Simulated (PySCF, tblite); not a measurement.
# C₆H₁₀OS: a rotation path, then NMR shifts on frames, part 2 of 2

tblite 0.8.0 and PySCF 2.14.0. Atoms count from 0. The steps go on from the part before.

**5. NMR shieldings: image 4, PBE0/pcSseg-1**

Job settings and geometry (Å):

```
{"job": {"kind": "nmr", "xc": "PBE0", "basis": "pcSseg-1", "pop": false}, "charge": 0, "multiplicity": 1}
C     -2.408200     1.360100    -0.957700
C     -2.188000     0.377600    -0.106400
C     -1.451400    -0.880200    -0.451000
C     -0.223100    -1.113700     0.433400
C      0.908000    -0.147100     0.227100
S      0.794200     1.317300    -0.474300
O      2.053600    -0.623800     0.706700
C      3.193200     0.208600     0.615100
H     -2.928200     2.259300    -0.677200
H     -2.041300     1.317100    -1.970000
H     -2.544700     0.441500     0.913900
H     -2.123800    -1.732000    -0.307300
H     -1.150700    -0.855100    -1.499300
H      0.173900    -2.119300     0.267900
H     -0.515800    -1.052900     1.487200
H      4.029900    -0.366300     1.002700
H      3.043700     1.118600     1.202100
H      3.370000     0.496600    -0.424500
```

With the program's defaults for keys left out, this is: GIAO PBE0/pcSseg-1 NMR shielding, non-relativistic, gas phase.

The program printed:

```text
coarse grid: 15432 points
cycle   1  E = -707.3247056284  dE =  1.063e+00  |g| = 5.868e-01  |ddm| = 3.791e+00
cycle   2  E = -707.2449466267  dE =  7.976e-02  |g| = 8.538e-01  |ddm| = 1.235e+00
cycle   3  E = -707.4017773204  dE = -1.568e-01  |g| = 1.511e-01  |ddm| = 8.163e-01
cycle   4  E = -707.4068590498  dE = -5.082e-03  |g| = 6.364e-02  |ddm| = 2.205e-01
cycle   5  E = -707.4077647708  dE = -9.057e-04  |g| = 2.484e-02  |ddm| = 8.113e-02
cycle   6  E = -707.4078911242  dE = -1.264e-04  |g| = 3.671e-03  |ddm| = 2.288e-02
cycle   7  E = -707.4078938897  dE = -2.766e-06  |g| = 1.230e-03  |ddm| = 4.642e-03
final grid: 143928 points
cycle   8  E = -707.4691536782  dE = -3.734e-05  |g| = 1.303e-02  |ddm| = 3.381e-02
cycle   9  E = -707.4691112265  dE =  4.245e-05  |g| = 1.933e-02  |ddm| = 2.443e-02
cycle  10  E = -707.4691883507  dE = -7.712e-05  |g| = 2.424e-03  |ddm| = 1.603e-02
cycle  11  E = -707.4691897586  dE = -1.408e-06  |g| = 3.482e-04  |ddm| = 2.215e-03
cycle  12  E = -707.4691897735  dE = -1.484e-08  |g| = 2.265e-04  |ddm| = 4.570e-04
cycle  13  E = -707.4691897856  dE = -1.213e-08  |g| = 4.780e-05  |ddm| = 2.831e-04
cycle  14  E = -707.4691897861  dE = -5.382e-10  |g| = 1.868e-05  |ddm| = 7.579e-05
converged SCF energy = -707.4691897861

GIAO shielding tensors (ppm)
atom      isotropic    diamagn.    paramagn.     s11        s22        s33       span
  0 C       54.260     253.394    -199.134    -63.213     68.062    157.932    221.145
  1 C       43.088     256.512    -213.424    -75.314     51.508    153.069    228.383
  2 C      149.163     247.261     -98.099    140.687    147.497    159.303     18.616
  3 C      146.036     250.094    -104.058    134.712    140.361    163.037     28.325
  4 C      -46.677     260.403    -307.080   -218.076      3.246     74.800    292.876
  5 S       43.222    1061.670   -1018.448   -579.444    -40.785    749.895   1329.339
  6 O       57.733     399.368    -341.636   -209.984    136.862    246.320    456.304
  7 C      127.200     243.899    -116.700     99.257    116.314    166.027     66.770
  8 H       25.934      29.072      -3.138     22.417     25.908     29.476      7.059
  9 H       25.918      31.656      -5.738     20.894     26.433     30.426      9.531
 10 H       25.921      31.408      -5.487     23.081     26.227     28.455      5.375
 11 H       29.217      29.375      -0.159     24.434     27.725     35.491     11.057
 12 H       29.193      32.084      -2.891     26.837     28.081     32.662      5.825
 13 H       28.991      31.586      -2.595     24.027     29.270     33.675      9.648
 14 H       29.229      31.456      -2.227     25.183     28.698     33.806      8.623
 15 H       27.573      27.252       0.320     23.910     26.371     32.437      8.527
 16 H       27.701      28.962      -1.261     23.717     25.606     33.780     10.063
 17 H       27.238      29.070      -1.832     22.882     25.957     32.874      9.992
```

Wall time 91 s (1 thread, shared host).

This run: δ C4 233.6, C1 143.8, C0 132.7, C7 59.7, H9 5.80, H10 5.80 ppm.

**6. NMR shieldings: image 6, PBE0/pcSseg-1**

Job settings and geometry (Å):

```
{"job": {"kind": "nmr", "xc": "PBE0", "basis": "pcSseg-1", "pop": false}, "charge": 0, "multiplicity": 1}
C     -2.105200     1.315300    -1.171200
C     -2.088700     0.368900    -0.252100
C     -1.367900    -0.932800    -0.395700
C     -0.316200    -1.139300     0.712100
C      0.773900    -0.112900     0.659600
S      0.544500     1.460000     1.019500
O      1.946900    -0.621800     0.304800
C      3.058300     0.251100     0.250700
H     -2.631400     2.242500    -1.025800
H     -1.579900     1.206300    -2.106300
H     -2.612300     0.506400     0.684700
H     -2.088100    -1.752300    -0.316800
H     -0.888700    -0.991300    -1.374600
H      0.135200    -2.127800     0.607800
H     -0.812300    -1.067500     1.681900
H      3.932100    -0.372600     0.079600
H      3.153500     0.801300     1.190700
H      2.937600     0.972900    -0.560500
```

Method: GIAO PBE0/pcSseg-1 NMR shielding, non-relativistic, gas phase.

The program printed:

```text
coarse grid: 15432 points
cycle   1  E = -707.3320145634  dE =  1.049e+00  |g| = 5.723e-01  |ddm| = 3.775e+00
cycle   2  E = -707.2599237712  dE =  7.209e-02  |g| = 8.240e-01  |ddm| = 1.158e+00
cycle   3  E = -707.4051444204  dE = -1.452e-01  |g| = 1.484e-01  |ddm| = 7.500e-01
cycle   4  E = -707.4099594971  dE = -4.815e-03  |g| = 6.438e-02  |ddm| = 2.105e-01
cycle   5  E = -707.4108892019  dE = -9.297e-04  |g| = 2.454e-02  |ddm| = 7.896e-02
cycle   6  E = -707.4110126060  dE = -1.234e-04  |g| = 3.895e-03  |ddm| = 2.245e-02
cycle   7  E = -707.4110156895  dE = -3.083e-06  |g| = 1.388e-03  |ddm| = 4.756e-03
final grid: 143928 points
cycle   8  E = -707.4724533497  dE = -3.392e-05  |g| = 1.326e-02  |ddm| = 3.213e-02
cycle   9  E = -707.4724093499  dE =  4.400e-05  |g| = 1.959e-02  |ddm| = 2.407e-02
cycle  10  E = -707.4724896929  dE = -8.034e-05  |g| = 2.449e-03  |ddm| = 1.564e-02
cycle  11  E = -707.4724911436  dE = -1.451e-06  |g| = 3.536e-04  |ddm| = 2.217e-03
cycle  12  E = -707.4724911594  dE = -1.582e-08  |g| = 2.226e-04  |ddm| = 4.627e-04
cycle  13  E = -707.4724911710  dE = -1.159e-08  |g| = 4.839e-05  |ddm| = 2.694e-04
cycle  14  E = -707.4724911716  dE = -5.621e-10  |g| = 1.806e-05  |ddm| = 7.018e-05
converged SCF energy = -707.4724911716

GIAO shielding tensors (ppm)
atom      isotropic    diamagn.    paramagn.     s11        s22        s33       span
  0 C       61.460     253.676    -192.215    -51.307     77.331    158.357    209.664
  1 C       39.046     257.066    -218.020    -82.813     43.387    156.565    239.378
  2 C      147.676     247.473     -99.797    134.126    147.262    161.641     27.515
  3 C      139.667     250.162    -110.495    122.978    130.172    165.850     42.872
  4 C      -40.712     259.478    -300.190   -205.954      0.399     83.420    289.374
  5 S       43.302    1060.821   -1017.519   -535.935    -39.357    705.199   1241.133
  6 O       65.011     399.372    -334.361   -194.692    139.391    250.335    445.027
  7 C      127.038     244.096    -117.058     98.813    113.766    168.536     69.723
  8 H       26.338      29.118      -2.780     22.802     25.818     30.394      7.592
  9 H       26.569      31.860      -5.291     22.352     26.345     31.010      8.658
 10 H       25.633      31.488      -5.855     22.876     26.111     27.913      5.036
 11 H       29.054      29.535      -0.481     24.697     27.409     35.056     10.360
 12 H       29.847      32.308      -2.461     25.865     29.348     34.327      8.463
 13 H       28.714      31.734      -3.020     24.443     28.695     33.005      8.562
 14 H       29.035      31.386      -2.351     26.013     27.205     33.887      7.874
 15 H       27.591      27.606      -0.015     23.820     26.279     32.673      8.853
 16 H       27.269      28.868      -1.599     23.215     25.789     32.803      9.588
 17 H       27.865      29.478      -1.613     23.869     25.842     33.883     10.014
```

Wall time 90 s (1 thread, shared host).

Key values: δ C4 227.6, C1 147.9, C0 125.5, C7 59.9, H10 6.08, H8 5.38 ppm.

**7. Shielding tensors: image 8, PBE0/pcSseg-1**

Job settings and geometry (Å):

```
{"job": {"kind": "nmr", "xc": "PBE0", "basis": "pcSseg-1", "pop": false}, "charge": 0, "multiplicity": 1}
C     -1.631300     1.245600    -1.340700
C     -1.853100     0.383000    -0.367800
C     -1.284200    -1.000300    -0.322000
C     -0.439100    -1.208800     0.947700
C      0.687400    -0.221200     0.986900
S      0.753200     1.004200     2.058500
O      1.600300    -0.436700     0.051800
C      2.680700     0.470000    -0.040200
H     -2.057300     2.234000    -1.335700
H     -1.016200     0.995600    -2.190500
H     -2.466400     0.658700     0.480100
H     -2.098300    -1.729700    -0.312400
H     -0.666200    -1.182100    -1.202600
H     -0.028300    -2.221100     0.943000
H     -1.055600    -1.071000     1.835600
H      3.293900     0.133500    -0.872800
H      3.259900     0.469100     0.886900
H      2.312100     1.483700    -0.217400
```

With the program's defaults for keys left out, this is: GIAO PBE0/pcSseg-1 NMR shielding, non-relativistic, gas phase.

The program printed:

```text
coarse grid: 15432 points
cycle   1  E = -707.3395426450  dE =  1.042e+00  |g| = 5.643e-01  |ddm| = 3.772e+00
cycle   2  E = -707.2774272215  dE =  6.212e-02  |g| = 7.991e-01  |ddm| = 1.091e+00
cycle   3  E = -707.4106639658  dE = -1.332e-01  |g| = 1.355e-01  |ddm| = 6.928e-01
cycle   4  E = -707.4146629304  dE = -3.999e-03  |g| = 5.789e-02  |ddm| = 1.876e-01
cycle   5  E = -707.4154086975  dE = -7.458e-04  |g| = 2.445e-02  |ddm| = 7.322e-02
cycle   6  E = -707.4155337299  dE = -1.250e-04  |g| = 3.767e-03  |ddm| = 2.279e-02
cycle   7  E = -707.4155364460  dE = -2.716e-06  |g| = 1.356e-03  |ddm| = 4.316e-03
final grid: 143928 points
cycle   8  E = -707.4766870141  dE = -3.375e-05  |g| = 1.304e-02  |ddm| = 3.185e-02
cycle   9  E = -707.4766430226  dE =  4.399e-05  |g| = 1.929e-02  |ddm| = 2.395e-02
cycle  10  E = -707.4767222930  dE = -7.927e-05  |g| = 2.536e-03  |ddm| = 1.582e-02
cycle  11  E = -707.4767238651  dE = -1.572e-06  |g| = 4.026e-04  |ddm| = 2.373e-03
cycle  12  E = -707.4767238887  dE = -2.357e-08  |g| = 2.138e-04  |ddm| = 4.905e-04
cycle  13  E = -707.4767238993  dE = -1.061e-08  |g| = 4.528e-05  |ddm| = 2.532e-04
cycle  14  E = -707.4767238998  dE = -4.943e-10  |g| = 1.626e-05  |ddm| = 6.167e-05
converged SCF energy = -707.4767238998

GIAO shielding tensors (ppm)
atom      isotropic    diamagn.    paramagn.     s11        s22        s33       span
  0 C       64.520     254.437    -189.917    -48.326     83.745    158.140    206.466
  1 C       40.418     257.814    -217.396    -81.352     44.863    157.744    239.096
  2 C      148.388     248.500    -100.111    139.932    145.700    159.532     19.600
  3 C      136.092     249.900    -113.808    117.183    125.776    165.316     48.133
  4 C      -46.425     257.917    -304.342   -221.590     -3.994     86.309    307.898
  5 S       28.297    1059.462   -1031.165   -520.699    -32.006    637.596   1158.296
  6 O       73.699     401.979    -328.281   -194.769    139.144    276.721    471.491
  7 C      126.381     244.091    -117.710     98.586    112.362    168.196     69.610
  8 H       26.499      29.485      -2.986     23.202     25.706     30.589      7.388
  9 H       26.461      32.331      -5.870     22.533     26.332     30.519      7.986
 10 H       25.624      31.814      -6.190     23.246     25.561     28.065      4.818
 11 H       29.310      29.751      -0.441     25.652     27.054     35.225      9.573
 12 H       29.390      32.757      -3.367     26.348     28.788     33.036      6.688
 13 H       28.732      30.632      -1.900     26.107     27.080     33.008      6.901
 14 H       28.526      31.841      -3.315     24.584     29.367     31.626      7.042
 15 H       27.497      28.605      -1.108     23.840     26.225     32.426      8.586
 16 H       27.504      28.431      -0.927     23.419     25.380     33.713     10.294
 17 H       27.590      29.724      -2.134     23.926     25.813     33.032      9.105
```

It took 85 s on 1 thread, shared host.

Key values: δ C4 233.4, C1 146.5, C0 122.4, C7 60.5, H10 6.09, H9 5.26 ppm.

**8. Run by run: NMR shifts**

Shifts (ppm) of some atoms, chosen among heavy atoms and hydrogens apart, with basis size and wall time:

| frame | C4 | C0 | C3 | H14 | H12 | S5 | O6 | functions | time |
| --- | --- | --- | --- | --- | --- | --- | --- | --- | --- |
| image 0 | 235.6 | 122.7 | 49.7 | 2.66 | 2.47 | 413 | 277.8 | 193 | 91 s |
| image 2 | 231.9 | 129.4 | 45.2 | 2.63 | 3.07 | 407 | 279.3 | 193 | 88 s |
| image 4 | 233.6 | 132.7 | 40.9 | 2.49 | 2.52 | 461 | 278.3 | 193 | 91 s |
| image 6 | 227.6 | 125.5 | 47.3 | 2.68 | 1.87 | 460 | 271.1 | 193 | 90 s |
| image 8 | 233.4 | 122.4 | 50.8 | 3.19 | 2.33 | 475 | 262.4 | 193 | 85 s |

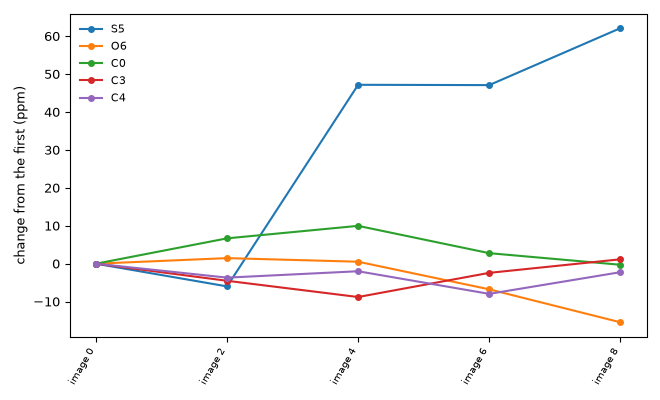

How five of the tabulated atoms move from run to run.

**9. Summary of results**

The summary covers parts 1 to 2.

```
                                       quantity                                                           value
                                        barrier                              0.112 eV (2.6 kcal/mol) at image 4
                          end to end (GFN2-xTB)                                                        0.014 eV
¹³C shifts against TMS (PBE0/pcSseg-1, image 0)                       235.6, 145.9, 122.7, 59.6, 49.7, 43.3 ppm
 ¹H shifts against TMS (PBE0/pcSseg-1, image 0)  5.98, 5.31, 5.17, 4.14, 4.10, 4.09, 3.08, 2.66, 2.66, 2.47 ppm
³³S shifts against CS2 (PBE0/pcSseg-1, image 0)                                                         413 ppm
¹⁷O shifts against H2O (PBE0/pcSseg-1, image 0)                                                       277.8 ppm
                       range of the shift of S5                                                  407 to 475 ppm
```

What this shows: Along the band the dihedral turns by 194°, and the top (dihedral 199°) lies 2.6 kcal/mol above the start (GFN2-xTB, rough), so at room temperature this motion is fast. Ends this close can change order at a higher level. The top was not checked by a frequency run. Shifts at one fixed geometry are not the observed spectrum, which averages over the motion. In the first frame run (image 0): Shielding is most anisotropic at S5 (span 1089 ppm, paramagnetic term -969 ppm). Across the 5 runs the shift of S5 moves most, between 407 (image 2) and 475 ppm (image 8).
